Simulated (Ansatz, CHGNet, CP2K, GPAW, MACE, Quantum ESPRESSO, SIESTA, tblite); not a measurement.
# Random packing of Si31O39C14H16 (at. %) (83 atoms) in GPAW

Aim: run random packing of Si31O39C14H16 (at. %) (83 atoms) in GPAW and see how near its forces come to a plane-wave reference, and at what cost.

Method: the method is named at each step, in GPAW 26.7.0.

### 1. Set-up

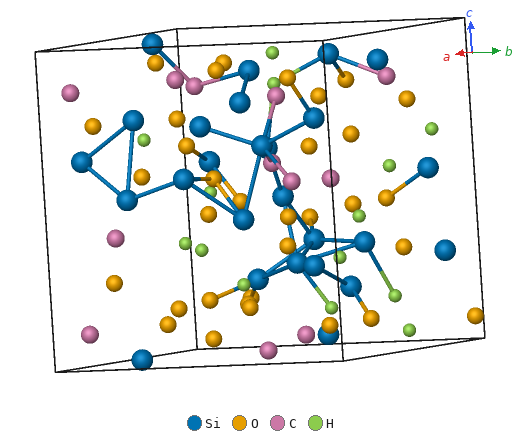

The starting structure, seen slightly off an axis (silicon blue, oxygen orange, carbon pink, hydrogen green). Bonds to atoms that aren't drawn are left out. Some periodic images of atoms are drawn too.

The cell holds 83 atoms: 26 Si, 32 O, 12 C and 13 H. Cell: a = 10.052 Å, b = 10.052 Å, c = 10.052 Å, α = 90.0°, β = 90.0°, γ = 90.0°. 83 atoms (26 Si, 32 O, 12 C, 13 H) packed at random in a cube at 2.29 g/cm³ and pushed apart as soft spheres; a start for melting by ab initio MD, not an equilibrated structure. Then every atom was moved at random, 0.03 Å r.m.s. a Cartesian component (hydrogen 0.6 of that).

The yardstick, on the same geometry:

* method: Kohn-Sham DFT, PBE, SSSP efficiency 1.3.0 pseudopotentials, plane waves (Quantum ESPRESSO 7.5); sssp-pbe-1.3.0-efficiency, cutoffs 60/480 Ry, Γ point
* r.m.s. force component: 1.849 eV/Å
* longest force: 8.783 eV/Å
* pressure: -12.42 GPa
* time: 4.4 min on 4 MPI ranks of Arm Neoverse V2, shared host
* CPU time: 18 min

### 2. PBE, LCAO dzp, h 0.18 Å

Method: Kohn-Sham DFT, PBE, PAW, atomic orbitals (dzp).

File run.py:

```python
import numpy as np
from ase.io import read
from gpaw import GPAW, FermiDirac

atoms = read("structure.xyz")
atoms.calc = GPAW(
    mode="lcao",
    basis="dzp",
    h=0.18,
    xc="PBE",
    kpts={"size": (1, 1, 1), "gamma": True},
    occupations=FermiDirac(0.05),
    maxiter=200,
    symmetry={"point_group": False},
    txt="gpaw.txt",
)
energy = atoms.get_potential_energy(force_consistent=True)
forces = atoms.get_forces()
print(f"energy {energy:.6f} eV")
print("forces (eV/A)")
for i, (a, f) in enumerate(zip(atoms, forces)):
    print(f"{i:4d} {a.symbol:2s} {f[0]:10.5f} {f[1]:10.5f} {f[2]:10.5f}")
print(f"Fermi level {atoms.calc.get_fermi_level():.4f} eV")
for k in range(len(atoms.calc.get_ibz_k_points())):
    for s in range(atoms.calc.get_number_of_spins()):
        e = atoms.calc.get_eigenvalues(kpt=k, spin=s)
        n = np.searchsorted(e, atoms.calc.get_fermi_level())
        print(f"k {k} spin {s} levels about the Fermi level:", np.round(e[max(n - 6, 0):n], 4).tolist(), "|", np.round(e[n:n + 6], 4).tolist())
```

File structure.xyz:

```xyz
83
Lattice="10.05190 0.00000 0.00000 0.00000 10.05190 0.00000 0.00000 0.00000 10.05190" Properties=species:S:1:pos:R:3 pbc="T T T"
Si 3.31341 6.86907 9.26644
Si 1.62348 1.64982 5.94298
Si 9.13004 2.81312 7.73403
Si 1.85488 5.24307 3.40016
Si 4.81255 7.88813 2.04235
Si 8.24899 5.99847 4.45229
Si 1.56046 9.63806 2.88027
Si 3.44871 5.04254 4.86713
Si 1.05384 8.97042 5.46140
Si 0.96649 5.08877 0.35704
Si 2.77734 3.65417 2.26520
Si 2.54564 7.33075 3.29451
Si 8.92126 0.82174 6.47966
Si 8.37534 8.73550 7.55199
Si 2.00244 0.11198 9.70692
Si 5.62705 9.71928 9.15457
Si 6.96365 7.72066 2.85122
Si 0.95905 2.89736 8.71208
Si 6.73930 1.40968 0.09901
Si 3.14936 3.59516 7.83817
Si 8.16677 6.76332 6.73457
Si 9.45391 2.58454 5.26096
Si 3.94929 5.64655 2.79413
Si 4.84381 5.28247 6.47584
Si 5.66394 3.40377 7.27134
Si 9.50518 4.62176 5.85061
O 7.99870 1.23287 2.60163
O 9.54740 3.78082 1.32765
O 1.34987 2.66335 1.61614
O 0.18013 9.86081 0.71570
O 6.09577 4.91779 1.68219
O 8.82687 7.76811 3.60471
O 2.78418 1.98334 0.45455
O 6.89771 0.28638 7.47982
O 0.35805 4.39529 4.02197
O 7.56526 2.94340 9.41752
O 0.82375 7.33819 4.55039
O 1.01293 8.36650 7.63572
O 9.39199 5.93615 9.21468
O 6.01847 9.12160 1.07967
O 6.04994 3.70141 4.53924
O 2.32852 2.99919 4.70258
O 7.77756 8.53969 1.01273
O 3.81118 7.72810 6.75719
O 9.66561 8.55015 8.91222
O 6.80272 2.83604 1.65917
O 7.01763 5.03480 9.31309
O 1.69264 6.61676 8.35222
O 6.17840 6.53705 4.37197
O 3.94648 9.38606 3.16735
O 3.48228 1.81065 6.56490
O 4.36112 7.91698 4.59181
O 4.30643 2.69622 1.75265
O 6.99592 1.92454 5.83734
O 10.04064 4.79124 7.77796
O 7.55863 4.70529 5.72727
[... 23 atom lines left out ...]
H 4.68368 5.58504 8.47697
H 4.42022 3.00321 5.13401
H 2.63279 1.68621 3.23832
H 9.35701 9.82553 3.21530
```

Run with:

```sh
$ OMP_NUM_THREADS=1 python run.py > output.txt
```

The log of the run:

```text
energy -347.791430 eV
forces (eV/A)
   0 Si   -1.57349   -0.50456   -2.16883
   1 Si    3.08625    0.88921    0.20051
   2 Si   -3.79892    1.12135    2.14344
   3 Si   -8.44856   -1.91985    1.49943
   4 Si   -0.22681    2.99575   -0.35463
   5 Si   -0.54344    0.39742   -2.79179
   6 Si   -0.09721    1.11086   -0.83209
   7 Si   -2.61675   -2.11270    4.34697
   8 Si   -0.98256   -2.29934    0.93803
   9 Si   -3.87319   -0.89691   -0.33992
  10 Si    1.45667   -5.80434   -3.99426
  11 Si   -1.44564    4.25486    1.02703
  12 Si   -2.23566   -1.77581    1.06707
  13 Si    1.87720    2.25082    2.94258
  14 Si   -1.18369    1.17305   -0.13868
  15 Si   -1.11083   -0.32923   -0.19308
  16 Si    3.70288   -0.38829   -1.02860
  17 Si    3.34968   -0.38442    1.96556
  18 Si    3.64012    4.98415    1.34814
  19 Si    0.00172   -1.19444    0.42873
  20 Si    0.73457   -1.18824    0.45940
  21 Si   -0.42540   -1.79507   -2.78919
  22 Si    5.72098    0.21687   -3.71810
  23 Si    1.42322    2.93190    2.34330
[...]
75 H     0.61653   -0.02089    1.18348
  76 H     0.21524    0.14621   -1.01920
  77 H    -0.49340    0.18047   -0.54517
  78 H    -1.31624    0.27193   -0.16473
  79 H    -0.27582    0.61601   -0.94258
  80 H     1.00088    0.54235   -0.53528
  81 H    -0.57514   -0.42258   -0.02747
  82 H     0.16889    0.51650    0.26626
Fermi level 3.6374 eV
k 0 spin 0 levels about the Fermi level: [3.3894, 3.4179, 3.4878, 3.5014, 3.565, 3.5988] | [3.649, 3.6784, 3.6973, 3.7522, 3.7841, 3.8642]
```

gpaw.txt:

```text
Input parameters:
  mode=LCAO(),
  basis={'default': 'dzp'},
  h=0.18,
  kpts=MonkhorstPack(size=(1, 1, 1), gamma=True),
  maxiter=200,
  occupations=Occupations(name='fermi-dirac', width=0.05, fixmagmom=False),
  symmetry=Symmetry(point_group=False),
  xc=XC(name='PBE')
Unit cell  # Å
| periodic |         x |         y |         z |   lengths |    angles |
|----------|-----------|-----------|-----------|-----------|-----------|
|      yes | 10.051900 |  0.000000 |  0.000000 | 10.051900 | 90.000000 |
|      yes |  0.000000 | 10.051900 |  0.000000 | 10.051900 | 90.000000 |
|      yes |  0.000000 |  0.000000 | 10.051900 | 10.051900 | 90.000000 |
Number of symmetries: 1
Symmetry operations  # r_c * U_cc + t_c -> r_c
|   | kind |            matrix            |
|---|------|------------------------------|
| 0 |  E   |  1, 0, 0,  0, 1, 0,  0, 0, 1 |
BZ-sampling:
  Number of BZ points: 1
  Number of IBZ points: 1
  Monkhorst-Pack size: [1, 1, 1]
  Monkhorst-Pack shift: [0, 0, 0]
[... lines left out ...]
  Fermi-Dirac:
[... lines left out ...]
    Stencil: 6*3+1=19 point O(h^6) finite-difference Laplacian
xc functional:
  name: PBE with 2 nearest neighbor stencil
interpolation: tri-quintic # 5. degree polynomial
Initialization done in: 7.008 s
convergence criteria:
- Maximum [total energy] change in last 3 cyles: 0.0005 eV / valence electron
- Maximum integral of absolute [dens]ity change: 0.0001 electrons / valence electron
- Maximum integral of absolute [eigenst]ate change: 4e-08 eV^2 / valence electron
maximum number of iterations: 200
SCF iterations
|iter     |      energy | eigst |  dens |
|---------|-------------|-------|-------|
|iter:   1| -376.666263 |      c|       |
|iter:   2| -360.571038 |      c| -0.83 |
|iter:   3| -355.418691 |      c| -0.95 |
|iter:   4| -351.443229 |      c| -1.06 |
[...]
|iter:  10| -347.738515 |      c| -1.76 |
|iter:  11| -347.674214 |      c| -1.92 |
|iter:  12| -347.624608c|      c| -2.06 |
|iter:  13| -347.603479c|      c| -2.22 |
|iter:  14| -347.595762c|      c| -2.33 |
[...]
|iter:  27| -347.585924c|      c| -3.85 |
|iter:  28| -347.585880c|      c| -3.97 |
|iter:  29| -347.585859c|      c| -4.07c|
Converged in 29 steps
SCF loop duration: 235.696 s (8.127 s/step)
Energy contributions relative to reference atoms: (reference = -282846.133637)
Energy contributions:
  Kinetic:          53.041963
  Coulomb:         -85.162820
  Zero:              6.094220
  External:          0.000000
  Xc:             -321.353650
  Entropy:          -0.411142
  Spinorbit:         0.000000
  ----------------------------
  Free energy:    -347.791430
  Extrapolated:   -347.585859
dipole moment: (30.823400, -14.086394, -30.989267)  # |e|*Ang
Fermi level: 3.637
Eigenvalues  # (at kpt = [0.000, 0.000, 0.000])
| band index |      eig [eV] | occ [0-2] |
|------------|---------------|-----------|
|          0 |       -16.891 |     2.000 |
|        ... |               |           |
|        170 |         3.235 |     1.999 |
|        171 |         3.319 |     1.997 |
[...]
|        185 |         3.973 |     0.002 |
|        ... |               |           |
|        218 |         6.092 |     0.000 |
Gap: 0.050 eV
Transition (v -> c):
  (s=0, k=0, n=177, [0.00, 0.00, 0.00]) -> (s=0, k=0, n=178, [0.00, 0.00, 0.00])
No difference between direct/indirect transitions
Force computation time: 17.937  # s
timing:  # [seconds]
  Total:  260.669  # ━━━━━━━━━━━━━━━━━━━━━━━━━━━━━━━━━━━━━━━━━━━━━━━━━━━━━━━━
  Init:     7.008  # ━╸
  SCF:    235.696  # ━━━━━━━━━━━━━━━━━━━━━━━━━━━━━━━━━━━━━━━━━━━━━━━━━━╸
  Forces:  17.937  # ━━━━
```

It took 4.4 min on 1 thread of Arm Neoverse V2, shared host; peak memory 1.3 GiB.

Banners, paths, timers and routine set-up lines are dropped from the logs unmarked, and long logs keep their key lines alone; longer cuts are marked.

Against the reference:

```
r.m.s. force component                  : 1.799 eV/Å
r.m.s. difference of force components   : 157.1 meV/Å
longest difference of force vectors     : 705.3 meV/Å
force difference over r.m.s. force      : 8.496 %
slope of forces against the reference's : 0.9698
correlation of force components         : 0.9967
```

Length of the force difference by element (eV/Å):

```csv
element,atoms,mean,most
C,12,0.16,0.28
H,13,0.032,0.078
O,32,0.27,0.71
Si,26,0.29,0.54
```

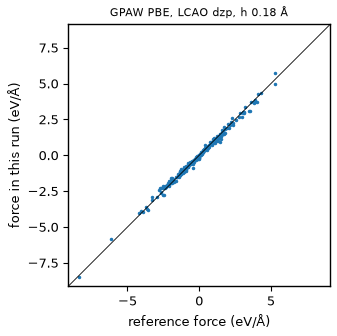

Force components against those of the reference; the line marks equality.

The surroundings of Si4, which bears the longest force, nearest first, numbered as they follow in the input and with coordinates relative to it.

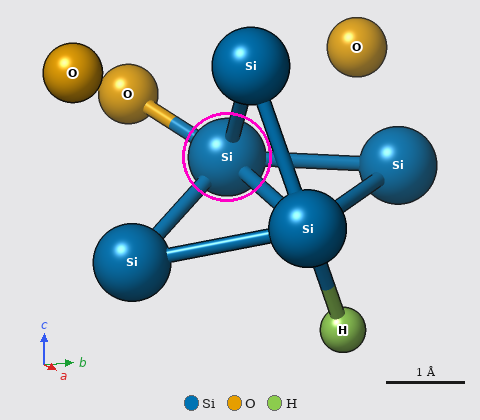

The atoms of the table, within 2.7 Å (arrows a, b, c point along x, y, z); some may hide others; the central atom is ringed.

```csv
atom,x,y,z,distance (Å),Fx,Fy,Fz (eV/Å)
Si4,0.00,0.00,0.00,0.00,-8.45,-1.92,1.50
O35,-1.50,-0.85,0.62,1.83,-0.27,1.56,0.47
Si11,0.92,-1.59,-1.13,2.16,1.46,-5.80,-3.99
Si8,1.59,-0.20,1.47,2.18,-2.62,-2.11,4.35
Si12,0.69,2.09,-0.11,2.20,-1.45,4.25,1.03
Si23,2.09,0.40,-0.61,2.22,5.72,0.22,-3.72
O37,-1.03,2.10,1.15,2.60,3.70,1.11,-0.21
O42,0.47,-2.24,1.30,2.64,0.91,-0.82,-0.29
H77,1.35,1.12,-2.09,2.73,0.22,0.15,-1.02
```

Atoms are counted from 1 here, from 0 in the log.

Forces lie 8.5 % from the reference's, at 0.25 times its CPU time (on 1 against 4 cores).

### 3. PBE, grid h 0.2 Å

Method: Kohn-Sham DFT, PBE, PAW, finite differences on a real-space grid.

run.py: that of step 2 with these lines changed.

```diff
@@ -3,2 +3,3 @@
 from gpaw import GPAW, FermiDirac
+from ase.parallel import parprint as print
 
@@ -6,5 +7,4 @@
 atoms.calc = GPAW(
-    mode="lcao",
-    basis="dzp",
-    h=0.18,
+    mode="fd",
+    h=0.2,
     xc="PBE",
@@ -14,2 +14,3 @@
     symmetry={"point_group": False},
+    nbands=215,
     txt="gpaw.txt",
```

structure.xyz is that of step 2.

Run with:

```sh
$ OMP_NUM_THREADS=1 mpirun -np 2 gpaw python run.py > output.txt
```

The log of the run:

```text
energy -372.163388 eV
forces (eV/A)
   0 Si   -1.87064   -0.44409   -2.37845
   1 Si    3.42033    1.09701    0.15852
   2 Si   -3.60838    1.13631    2.15377
   3 Si   -8.39520   -2.02207    1.63087
   4 Si   -0.09447    3.13934   -0.37354
   5 Si   -0.74941    0.43073   -2.50146
   6 Si   -0.03136    1.04120   -0.78683
   7 Si   -2.64711   -2.09668    4.30794
   8 Si   -1.22459   -2.66880    0.80774
   9 Si   -4.06836   -0.92308   -0.38154
  10 Si    1.48673   -6.09954   -4.17433
  11 Si   -1.40497    4.13871    1.06129
[...]
78 H    -1.33042    0.27594   -0.15493
  79 H    -0.28576    0.59003   -0.95508
  80 H     1.02616    0.59354   -0.52486
  81 H    -0.59098   -0.41840   -0.03355
  82 H     0.18738    0.53447    0.28476
Fermi level 3.5892 eV
k 0 spin 0 levels about the Fermi level: [3.3414, 3.3646, 3.4338, 3.452, 3.5165, 3.5471] | [3.6014, 3.6328, 3.6512, 3.7055, 3.737, 3.8167]
```

gpaw.txt:

```text
Input parameters:
  mode=FD(),
  h=0.2,
  kpts=MonkhorstPack(size=(1, 1, 1), gamma=True),
  maxiter=200,
  nbands=215,
  occupations=Occupations(name='fermi-dirac', width=0.05, fixmagmom=False),
  symmetry=Symmetry(point_group=False),
  xc=XC(name='PBE')
Diagonalizing LCAO Hamiltonian
[... lines left out ...]
  Converge bands: occupied
[... lines left out ...]
  Fermi-Dirac:
[... lines left out ...]
convergence criteria:
- Maximum [total energy] change in last 3 cyles: 0.0005 eV / valence electron
[... lines left out ...]
Converged in 36 steps
[... lines left out ...]
  Free energy:    -372.163388
[... lines left out ...]
dipole moment: (30.775759, -14.180475, -31.124013)  # |e|*Ang
Fermi level: 3.589
Eigenvalues  # (at kpt = [0.000, 0.000, 0.000])
| band index |      eig [eV] | occ [0-2] |
|------------|---------------|-----------|
|          0 |       -16.798 |     2.000 |
|        ... |               |           |
|        170 |         3.184 |     1.999 |
|        171 |         3.268 |     1.997 |
[...]
|        185 |         3.921 |     0.003 |
|        ... |               |           |
|        214 |         5.814 |     0.000 |
Gap: 0.054 eV
Transition (v -> c):
  (s=0, k=0, n=177, [0.00, 0.00, 0.00]) -> (s=0, k=0, n=178, [0.00, 0.00, 0.00])
No difference between direct/indirect transitions
Force computation time: 2.628  # s
```

It took 4 min on 2 MPI ranks; peak memory 1.8 GiB.

Against the reference:

```
r.m.s. force component                  : 1.847 eV/Å
r.m.s. difference of force components   : 28.06 meV/Å
longest difference of force vectors     : 109.7 meV/Å
force difference over r.m.s. force      : 1.518 %
slope of forces against the reference's : 0.9988
correlation of force components         : 0.9999
```

Against the first run (8.5 %), the force difference from the reference is 1.5 %, at 1.8 times the CPU time (on 2 against 1 cores).

### 4. RPBE, LCAO dzp, h 0.18 Å

Method: Kohn-Sham DFT, RPBE, PAW, atomic orbitals (dzp).

run.py: that of step 3 with these lines changed.

```diff
@@ -3,3 +3,2 @@
 from gpaw import GPAW, FermiDirac
-from ase.parallel import parprint as print
 
@@ -7,5 +6,6 @@
 atoms.calc = GPAW(
-    mode="fd",
-    h=0.2,
-    xc="PBE",
+    mode="lcao",
+    basis="dzp",
+    h=0.18,
+    xc="RPBE",
     kpts={"size": (1, 1, 1), "gamma": True},
@@ -14,3 +14,2 @@
     symmetry={"point_group": False},
-    nbands=215,
     txt="gpaw.txt",
```

structure.xyz is that of step 3.

Run with:

```sh
$ OMP_NUM_THREADS=1 python run.py > output.txt
```

The log of the run:

```text
energy -322.737295 eV
forces (eV/A)
   0 Si   -1.51742   -0.56665   -2.10338
   1 Si    3.01427    0.81134    0.24410
   2 Si   -3.82646    1.09184    2.10004
   3 Si   -8.48954   -1.88208    1.43329
   4 Si   -0.28973    2.95102   -0.35628
   5 Si   -0.52490    0.39960   -2.82138
   6 Si   -0.13992    1.13804   -0.79875
   7 Si   -2.58913   -2.16970    4.35797
   8 Si   -0.95332   -2.14740    0.91360
   9 Si   -3.80750   -0.92129   -0.30519
  10 Si    1.47841   -5.78818   -3.98449
  11 Si   -1.46478    4.32662    0.97002
  12 Si   -2.18827   -1.82789    1.05222
  13 Si    1.84762    2.24707    2.90510
  14 Si   -1.12622    1.16029   -0.10978
  15 Si   -1.16845   -0.32983   -0.19010
  16 Si    3.69834   -0.39429   -0.99614
  17 Si    3.43563   -0.35627    1.98200
  18 Si    3.64247    4.96024    1.32227
  19 Si    0.01743   -1.18478    0.42073
  20 Si    0.78406   -1.21164    0.44986
  21 Si   -0.40604   -1.86244   -2.78761
  22 Si    5.74090    0.23968   -3.79786
  23 Si    1.38896    2.91022    2.44433
[...]
75 H     0.64791   -0.02431    1.22362
  76 H     0.22090    0.15272   -1.02863
  77 H    -0.50737    0.17843   -0.53496
  78 H    -1.29757    0.24914   -0.16151
  79 H    -0.31868    0.63480   -0.98431
  80 H     1.01190    0.60086   -0.53320
  81 H    -0.60373   -0.47535   -0.04650
  82 H     0.25684    0.53364    0.28434
Fermi level 3.7578 eV
k 0 spin 0 levels about the Fermi level: [3.5116, 3.5415, 3.609, 3.6201, 3.6847, 3.7195] | [3.7688, 3.7979, 3.817, 3.8766, 3.9076, 3.9874]
```

gpaw.txt:

```text
Input parameters:
  mode=LCAO(),
  basis={'default': 'dzp'},
  h=0.18,
  kpts=MonkhorstPack(size=(1, 1, 1), gamma=True),
  maxiter=200,
  occupations=Occupations(name='fermi-dirac', width=0.05, fixmagmom=False),
  symmetry=Symmetry(point_group=False),
  xc=XC(name='RPBE')
Unit cell  # Å
| periodic |         x |         y |         z |   lengths |    angles |
[... lines left out ...]
  Fermi-Dirac:
[... lines left out ...]
convergence criteria:
- Maximum [total energy] change in last 3 cyles: 0.0005 eV / valence electron
[... lines left out ...]
Converged in 30 steps
[... lines left out ...]
  Free energy:    -322.737295
  Extrapolated:   -322.532802
dipole moment: (30.788991, -14.201780, -31.015681)  # |e|*Ang
Fermi level: 3.758
Eigenvalues  # (at kpt = [0.000, 0.000, 0.000])
| band index |      eig [eV] | occ [0-2] |
|------------|---------------|-----------|
|          0 |       -16.864 |     2.000 |
|        ... |               |           |
|        170 |         3.356 |     1.999 |
|        171 |         3.440 |     1.997 |
[...]
|        185 |         4.095 |     0.002 |
|        ... |               |           |
|        218 |         6.228 |     0.000 |
Gap: 0.049 eV
Transition (v -> c):
  (s=0, k=0, n=177, [0.00, 0.00, 0.00]) -> (s=0, k=0, n=178, [0.00, 0.00, 0.00])
No difference between direct/indirect transitions
Force computation time: 17.688  # s
timing:  # [seconds]
  Total:  268.230  # ━━━━━━━━━━━━━━━━━━━━━━━━━━━━━━━━━━━━━━━━━━━━━━━━━━━━━━━━
  Init:     7.028  # ━╸
  SCF:    243.488  # ━━━━━━━━━━━━━━━━━━━━━━━━━━━━━━━━━━━━━━━━━━━━━━━━━━━
  Forces:  17.688  # ━━━╸
```

Run time: 4.5 min. Hardware: 1 thread; peak memory 1.3 GiB.

Compared with the plane-wave run:

```
r.m.s. force component                  : 1.805 eV/Å
r.m.s. difference of force components   : 172.1 meV/Å
longest difference of force vectors     : 727.4 meV/Å
force difference over r.m.s. force      : 9.308 %
slope of forces against the reference's : 0.9723
correlation of force components         : 0.9959
```

Against the first run (8.5 %), the force difference from the reference is 9.3 %, at 1.0 times the CPU time; the model has changed, so this is no error of the program alone.

(Continued in part 2 of 2.)

[Also dropped from logs without a mark: logging warnings of Python, and SIESTA's first energy breakdown and zero terms.]

[Logs are printed without paths, hosts, clocks, repeated set-up lines and the standing remarks that a program may print on its own settings, such as how far it seeks lower states.]

[Hosts, paths, dates, database ids (printed as entryN), source tags and the programs' standing remarks are cut or masked in the printed files.]
